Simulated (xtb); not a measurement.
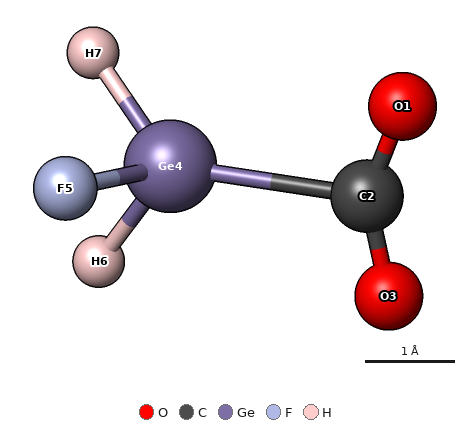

Figure 1. The starting structure (ball-and-stick view, seen at a tilt; atoms are numbered from 1 in the order of the input). Sticks mark near contacts.

# Geometry relaxation of CH$_{2}$FGeO$_{2}$ (charge −1) (part 1 of 4)

System: CH$_{2}$FGeO$_{2}$, charge −1.
Method: GFN2-xTB (xtb 6.7.1).

The geometry comes from this level: GFN2-xTB.

## Output
```
* xtb version 6.7.1
   ID    Z sym.   atoms
    1    8 O      1, 3
    2    6 C      2
    3   32 Ge     4
    4    9 F      5
    5    1 H      6, 7

           -------------------------------------------------
          |                Calculation Setup                |
           -------------------------------------------------

          program call               : xtb input.xyz --chrg -1 -u 0 --ohess vtight --gfn 2
          coordinate file            : input.xyz
          omp threads                :                     1

molecular fragmentation (1/2 indicates fragments):
1111112
# atoms in fragment 1/2:     6     1
 fragment masses (1/2) :      136.64        1.01
CMA distance (Bohr)    :   4.410
constraining FC (au)   :  0.0500

           -------------------------------------------------
          |                 G F N 2 - x T B                 |
           -------------------------------------------------

      * Hamiltonian:
        H0-scaling (s, p, d)           1.850000    2.230000    2.230000
        zeta-weighting                 0.500000
      * Dispersion:
        s8                             2.700000
        a1                             0.520000
        a2                             5.000000
        s9                             5.000000
      * Repulsion:
        kExp                           1.500000    1.000000
        rExp                           1.000000
      * Coulomb:
        alpha                          2.000000
        third order                    shell-resolved
        anisotropic                    true
        a3                             3.000000
        a5                             4.000000
        cn-shift                       1.200000
        cn-exp                         4.000000
        max-rad                        5.000000

          ...................................................
          :                      SETUP                      :
          :.................................................:
          :  # basis functions                  28          :
          :  # atomic orbitals                  27          :
          :  # shells                           13          :
          :  # electrons                        30          :
          :  max. iterations                   250          :
          :  Hamiltonian                  GFN2-xTB          :
          :  restarted?                      false          :
          :  GBSA solvation                  false          :
          :  PC potential                    false          :
          :  electronic temp.          300.0000000     K    :
          :  accuracy                    1.0000000          :
          :  -> integral cutoff          0.2500000E+02      :
          :  -> integral neglect         0.1000000E-07      :
          :  -> SCF convergence          0.1000000E-05 Eh   :
          :  -> wf. convergence          0.1000000E-03 e    :
          :  Broyden damping             0.4000000          :
          :  net charge                         -1          :
          :  unpaired electrons                  0          :
          ...................................................

 iter      E             dE          RMSdq      gap      omega  full diag
   1    -18.1310162 -0.181310E+02  0.739E+00    4.70       0.0  T
   2    -18.2348190 -0.103803E+00  0.566E+00    3.27       1.0  T
   3    -18.3464460 -0.111627E+00  0.257E+00    4.14       1.0  T
   4    -18.3384493  0.799670E-02  0.178E+00    3.28       1.0  T
   5    -18.3537468 -0.152975E-01  0.605E-01    3.56       1.0  T
   6    -18.3555842 -0.183737E-02  0.162E-01    3.65       1.0  T
   7    -18.3556523 -0.681416E-04  0.837E-02    3.70       1.0  T
   8    -18.3556600 -0.769690E-05  0.114E-02    3.69       3.3  T
   9    -18.3556602 -0.224321E-06  0.309E-03    3.69      12.2  T
  10    -18.3556602 -0.192785E-07  0.224E-03    3.69      16.8  T
  11    -18.3556602 -0.717300E-08  0.513E-04    3.69      73.7  T
  12    -18.3556602 -0.592944E-09  0.880E-05    3.69     429.5  T

   *** convergence criteria satisfied after 12 iterations ***

         #    Occupation            Energy/Eh            Energy/eV
      -------------------------------------------------------------
         1        2.0000           -0.5903607             -16.0645
       ...           ...                  ...                  ...
         9        2.0000           -0.3198311              -8.7030
        10        2.0000           -0.3150383              -8.5726
        11        2.0000           -0.2777479              -7.5579
        12        2.0000           -0.2756956              -7.5021
        13        2.0000           -0.2708110              -7.3691
        14        2.0000           -0.2335808              -6.3561
        15        2.0000           -0.1903347              -5.1793 (HOMO)
        16                         -0.0547342              -1.4894 (LUMO)
        17                         -0.0483234              -1.3149
        18                          0.0296839               0.8077
        19                          0.0520944               1.4176
        20                          0.2143797               5.8336
       ...                                ...                  ...
        27                          1.1565412              31.4711
      -------------------------------------------------------------
                  HL-Gap            0.1356004 Eh            3.6899 eV
             Fermi-level           -0.1225344 Eh           -3.3343 eV

 SCC (total)                   0 d,  0 h,  0 min,  0.009 sec
 SCC setup                      ...        0 min,  0.000 sec (  1.499%)
 Dispersion                     ...        0 min,  0.000 sec (  0.774%)
 classical contributions        ...        0 min,  0.000 sec (  0.251%)
 integral evaluation            ...        0 min,  0.001 sec ( 15.733%)
 iterations                     ...        0 min,  0.005 sec ( 51.656%)
 molecular gradient             ...        0 min,  0.002 sec ( 28.058%)
 printout                       ...        0 min,  0.000 sec (  1.704%)

         :::::::::::::::::::::::::::::::::::::::::::::::::::::
         ::                     SUMMARY                     ::
         :::::::::::::::::::::::::::::::::::::::::::::::::::::
         :: total energy             -18.262891349614 Eh    ::
         :: gradient norm              0.000367289290 Eh/a0 ::
         :: HOMO-LUMO gap              3.689876054495 eV    ::
         ::.................................................::
         :: SCC energy               -18.355657773787 Eh    ::
         :: -> isotropic ES            0.154761949921 Eh    ::
         :: -> anisotropic ES          0.001971797881 Eh    ::
         :: -> anisotropic XC         -0.001345169416 Eh    ::
         :: -> dispersion             -0.004781916871 Eh    ::
         :: repulsion energy           0.092766424173 Eh    ::
         :: add. restraining           0.000000000000 Eh    ::
         :: total charge              -1.000000000000 e     ::
         :::::::::::::::::::::::::::::::::::::::::::::::::::::

      -----------------------------------------------------------
     |                   =====================                   |
     |                        A N C O P T                        |
     |                   =====================                   |
     |               Approximate Normal Coordinate               |
     |                Rational Function Optimizer                |
      -----------------------------------------------------------
      -----------------------------------------------------------
     |                   =====================                   |
     |                        A N C O P T                        |
     |                   =====================                   |
     |               Approximate Normal Coordinate               |
     |                Rational Function Optimizer                |
      -----------------------------------------------------------

          ...................................................
          :                      SETUP                      :
          :.................................................:
          :   optimization level         verytight          :
          :   max. optcycles                   200          :
          :   ANC micro-cycles                  20          :
          :   degrees of freedom                15          :
          :.................................................:
          :   RF solver                   davidson          :
          :   write xtbopt.log                true          :
          :   linear?                        false          :
          :   energy convergence         0.1000000E-06 Eh   :
          :   grad. convergence          0.2000000E-03 Eh/α :
          :   maxmium RF displ.          1.0000000          :
          :   Hlow (freq-cutoff)         0.1000000E-01      :
          :   Hmax (freq-cutoff)         5.0000000          :
          :   S6 in model hess.         20.0000000          :
          ...................................................

generating ANC from exact Hessian ...
Using Lindh-Hessian (1995)
 Shifting diagonal of input Hessian by    9.3804246719336893E-003
 Lowest  eigenvalues of input Hessian
    0.000000    0.000000    0.000000    0.000000    0.000000    0.000000
    0.010000    0.010079    0.010291    0.011971    0.013004    0.015389
    0.017024    0.018143    0.037965    0.226382    0.237273    0.587882
 Highest eigenvalues
    0.226382    0.237273    0.587882    0.747577    1.416967    2.801262

........................................................................
.............................. CYCLE    1 ..............................
........................................................................

 iter      E             dE          RMSdq      gap      omega  full diag
   1    -18.3556602 -0.183557E+02  0.261E-05    3.69       0.0  T
   2    -18.3556602 -0.191136E-11  0.193E-05    3.69    1957.2  T
   3    -18.3556602 -0.344613E-12  0.120E-05    3.69    3161.0  T
     SCC iter.                  ...        0 min,  0.002 sec
     gradient                   ...        0 min,  0.002 sec
 * total energy  :   -18.2628913 Eh     change       -0.1293898E-10 Eh
   gradient norm :     0.0003670 Eh/α   predicted     0.0000000E+00 (-100.00%)
   displ. norm   :     0.0387725 α      lambda       -0.7765739E-05
   maximum displ.:     0.0299250 α      in ANC's #1, #5, #4, ...

........................................................................
.............................. CYCLE    2 ..............................
........................................................................

 iter      E             dE          RMSdq      gap      omega  full diag
   1    -18.3554659 -0.183555E+02  0.112E-01    3.61       0.0  T
   2    -18.3554661 -0.251962E-06  0.634E-02    3.61       1.0  T
   3    -18.3554656  0.504846E-06  0.127E-02    3.61       3.0  T
   4    -18.3554660 -0.384308E-06  0.660E-03    3.61       5.7  T
   5    -18.3554663 -0.238597E-06  0.140E-03    3.61      26.9  T
   6    -18.3554663 -0.476485E-08  0.532E-04    3.61      71.1  T
   7    -18.3554663 -0.128448E-09  0.404E-05    3.61     936.5  T
     SCC iter.                  ...        0 min,  0.002 sec
     gradient                   ...        0 min,  0.002 sec
 * total energy  :   -18.2628065 Eh     change        0.8487312E-04 Eh
   gradient norm :     0.0054866 Eh/α   predicted    -0.3887046E-05 (-104.58%)
   displ. norm   :     0.0216649 α      lambda       -0.1162082E-03
   maximum displ.:     0.0158842 α      in ANC's #4, #1, #5, ...

........................................................................
.............................. CYCLE    3 ..............................
........................................................................

 iter      E             dE          RMSdq      gap      omega  full diag
   1    -18.3556700 -0.183557E+02  0.763E-02    3.66       0.0  T
   2    -18.3556701 -0.943617E-07  0.446E-02    3.66       1.0  T
   3    -18.3556700  0.674664E-07  0.572E-03    3.66       6.6  T
   4    -18.3556701 -0.576866E-07  0.298E-03    3.66      12.7  T
   5    -18.3556701 -0.368983E-07  0.830E-04    3.66      45.5  T
   6    -18.3556701 -0.333300E-08  0.337E-04    3.66     112.0  T
     SCC iter.                  ...        0 min,  0.002 sec
     gradient                   ...        0 min,  0.002 sec
 * total energy  :   -18.2628827 Eh     change       -0.7618283E-04 Eh
   gradient norm :     0.0017894 Eh/α   predicted    -0.5812959E-04 ( -23.70%)
   displ. norm   :     0.0476796 α      lambda       -0.2987497E-04
   maximum displ.:     0.0288608 α      in ANC's #6, #5, #8, ...

........................................................................
.............................. CYCLE    4 ..............................
........................................................................

 iter      E             dE          RMSdq      gap      omega  full diag
   1    -18.3555815 -0.183556E+02  0.167E-01    3.71       0.0  T
   2    -18.3555818 -0.321591E-06  0.101E-01    3.71       1.0  T
   3    -18.3555813  0.436890E-06  0.124E-02    3.71       3.1  T
   4    -18.3555817 -0.345021E-06  0.549E-03    3.71       6.9  T
   5    -18.3555819 -0.187043E-06  0.154E-03    3.71      24.6  T
   6    -18.3555819 -0.979955E-08  0.549E-04    3.71      68.9  T
   7    -18.3555819 -0.426208E-09  0.171E-04    3.71     221.5  T
     SCC iter.                  ...        0 min,  0.002 sec
     gradient                   ...        0 min,  0.002 sec
 * total energy  :   -18.2628671 Eh     change        0.1551343E-04 Eh
   gradient norm :     0.0019297 Eh/α   predicted    -0.1495210E-04 (-196.38%)
   displ. norm   :     0.0440674 α      lambda       -0.4221285E-04
   maximum displ.:     0.0325825 α      in ANC's #8, #6, #4, ...

........................................................................
.............................. CYCLE    5 ..............................
........................................................................

 iter      E             dE          RMSdq      gap      omega  full diag
   1    -18.3556129 -0.183556E+02  0.113E-01    3.71       0.0  T
   2    -18.3556132 -0.287805E-06  0.687E-02    3.71       1.0  T
   3    -18.3556131  0.115414E-06  0.761E-03    3.71       5.0  T
   4    -18.3556132 -0.101021E-06  0.474E-03    3.71       8.0  T
   5    -18.3556133 -0.897505E-07  0.113E-03    3.71      33.4  T
   6    -18.3556133 -0.654211E-08  0.394E-04    3.71      95.9  T
   7    -18.3556133 -0.263505E-10  0.161E-04    3.71     235.3  T
     SCC iter.                  ...        0 min,  0.002 sec
     gradient                   ...        0 min,  0.002 sec
 * total energy  :   -18.2628844 Eh     change       -0.1722513E-04 Eh
   gradient norm :     0.0016220 Eh/α   predicted    -0.2112353E-04 (  22.63%)
   displ. norm   :     0.0357479 α      lambda       -0.2323757E-04
   maximum displ.:     0.0212419 α      in ANC's #7, #8, #5, ...

........................................................................
.............................. CYCLE    6 ..............................
........................................................................

 iter      E             dE          RMSdq      gap      omega  full diag
   1    -18.3557190 -0.183557E+02  0.177E-01    3.68       0.0  T
   2    -18.3557193 -0.313655E-06  0.105E-01    3.68       1.0  T
   3    -18.3557193  0.104203E-07  0.991E-03    3.68       3.8  T
   4    -18.3557194 -0.356148E-07  0.429E-03    3.68       8.8  T
   5    -18.3557194 -0.392391E-07  0.904E-04    3.68      41.8  T
   6    -18.3557194 -0.589207E-09  0.337E-04    3.68     112.0  T
     SCC iter.                  ...        0 min,  0.002 sec
     gradient                   ...        0 min,  0.002 sec
 * total energy  :   -18.2628827 Eh     change        0.1682845E-05 Eh
   gradient norm :     0.0015314 Eh/α   predicted    -0.1162671E-04 (-790.90%)
   displ. norm   :     0.0316488 α      lambda       -0.1783469E-04
   maximum displ.:     0.0201086 α      in ANC's #7, #6, #5, ...

........................................................................
.............................. CYCLE    7 ..............................
........................................................................

 iter      E             dE          RMSdq      gap      omega  full diag
   1    -18.3556636 -0.183557E+02  0.188E-01    3.69       0.0  T
   2    -18.3556637 -0.117995E-06  0.113E-01    3.69       1.0  T
   3    -18.3556637  0.128161E-07  0.736E-03    3.69       5.1  T
   4    -18.3556636  0.513984E-07  0.351E-03    3.69      10.8  T
   5    -18.3556637 -0.897242E-07  0.764E-04    3.69      49.5  T
   6    -18.3556637 -0.961094E-09  0.325E-04    3.69     116.4  T
     SCC iter.                  ...        0 min,  0.002 sec
     gradient                   ...        0 min,  0.002 sec
 * total energy  :   -18.2628936 Eh     change       -0.1094752E-04 Eh
   gradient norm :     0.0005050 Eh/α   predicted    -0.8921172E-05 ( -18.51%)
   displ. norm   :     0.0160988 α      lambda       -0.3495402E-05
   maximum displ.:     0.0109805 α      in ANC's #4, #2, #7, ...

........................................................................
.............................. CYCLE    8 ..............................
........................................................................
```
